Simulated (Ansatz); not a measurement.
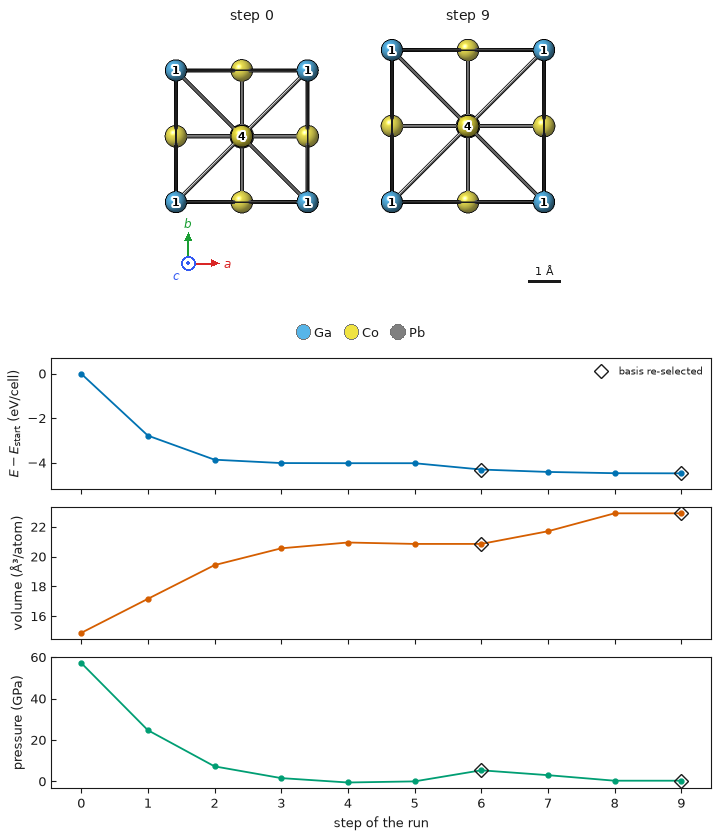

First and last geometry of a relaxation of crystalline GaCo$_{3}$Pb (built on the cubic perovskite type) (coarse preliminary run), with the history of the run. Style: ball-and-stick. Shown: the cell of the calculation, along the c axis.

Case: cubic perovskite type (Pm-3m, No. 221).

These are results of DFT PBE, scalar-relativistic, plane waves, PAW in Ansatz, not measurements. Set-up: plane-wave cutoff 420 eV; k-point mesh 4 × 4 × 4; occupations gaussian; smearing width 0.1 eV; collinear spin; cell and atoms relaxed; force threshold 0.04 eV/Å; at most 70 steps.

Q: Did the run converge, and what did it change?

A: It converged. The atoms keep their places relative to the cell (all moves are under 0.005 Å). Cell: a = b = c 4.206 → 4.857 Å (+15.5 %). Volume +53.9 %. Near-neighbour distances that change, for instance: Co–Ga 2.974 → 3.434 Å, Co–Pb 2.103 → 2.428 Å. The space group stays Pm-3m (No. 221). Over 7 accepted moves (9 points after the start) the energy falls by 4.474 eV per cell of the calculation. All forces vanish by symmetry, so only the cell relaxes. The pressure goes from 57.25 to 0.35 GPa. The SCF was repeated twice at an unchanged geometry on a basis and grid sized afresh for the cell, which shifted the energy by 0.284 eV per cell of the calculation at most.

Limits of the set-up: the k-point mesh is coarse for a cell with partly filled bands.
